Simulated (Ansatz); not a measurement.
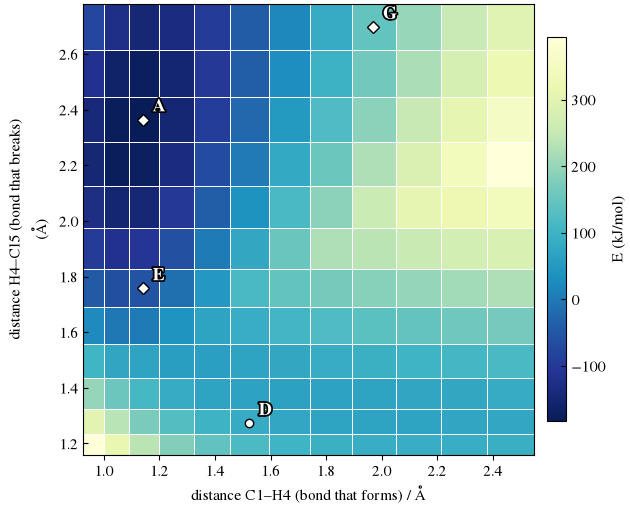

The reacting system CHCl3 (fragments CCl₂ + ClH where the first distance is long, CHCl₃ where the second is long). Coordinates scanned: (1) distance C1–H4 (bond that forms); (2) distance H4–Cl5 (bond that breaks). Relaxed at each point: all other coordinates. The scan uses a 12 × 12 grid. Points are written as (first, second). Energies: kJ/mol, counted from a guessed transition structure relaxed with its forming and breaking bonds held. Energies and slopes of some neighbouring points disagree (a jump in structure or state, or too coarse a mesh). The reference is spin-restricted, so regions where a bond is pulled apart into radicals lie too high. Theory: RKS PBE0-D4/def2-SVP in Ansatz 0.2.0.

The picture shows one coloured cell a grid point, lettered points.

Question: Is G the lowest point of the computed grid?

Answer: No. G lies 327 kJ/mol above the lowest grid point, which is at (1.141 Å, 2.364 Å).

Question: Rank the lettered points by energy, lowest first.

Answer: A (−183 kJ/mol), E (−56 kJ/mol), D (83 kJ/mol), G (145 kJ/mol).
